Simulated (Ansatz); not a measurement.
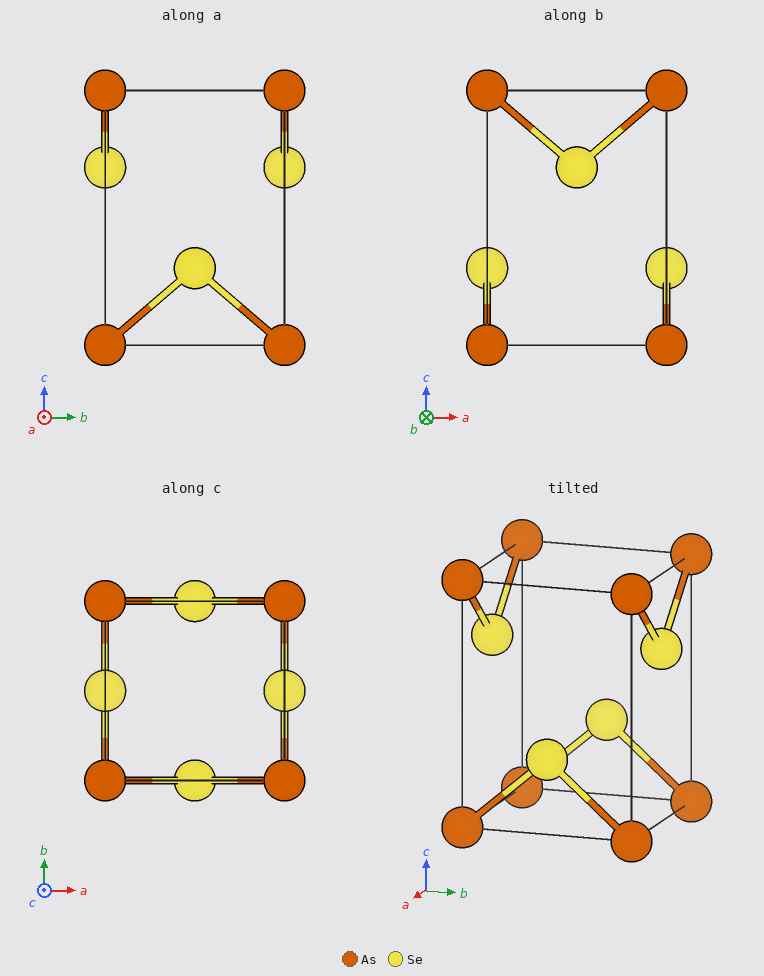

The structure above is drawn in ball-and-stick style and viewed along the a axis, along the b axis, along the c axis and slightly off an axis. The wireframe shows the conventional unit cell.

Lattice parameters: a = 3.8210 Å, b = 3.8210 Å, c = 5.4219 Å, α = 90.000°, β = 90.000°, γ = 90.000°.

### Put the structure into a CIF with its space group and independent sites, with free fractional coordinates to two decimals.

```cif
data_structure
_symmetry_space_group_name_H-M 'P -4 m 2'
_symmetry_Int_Tables_number 115
_cell_length_a 3.8210
_cell_length_b 3.8210
_cell_length_c 5.4219
_cell_angle_alpha 90.000
_cell_angle_beta 90.000
_cell_angle_gamma 90.000
_cell_volume 79.16
loop_
_atom_site_label
_atom_site_type_symbol
_atom_site_symmetry_multiplicity
_atom_site_Wyckoff_symbol
_atom_site_fract_x
_atom_site_fract_y
_atom_site_fract_z
_atom_site_occupancy
As1 As 1 a 0.00 0.00 0.00 1
Se1 Se 2 g 0.00 0.50 0.30 1
```

Starting structure: a structure type filled with these elements by a generator (whether the compound takes this form wasn't checked). The geometry was optimised with Ansatz 0.2.0, DFT PBE, scalar-relativistic, plane waves, PAW.
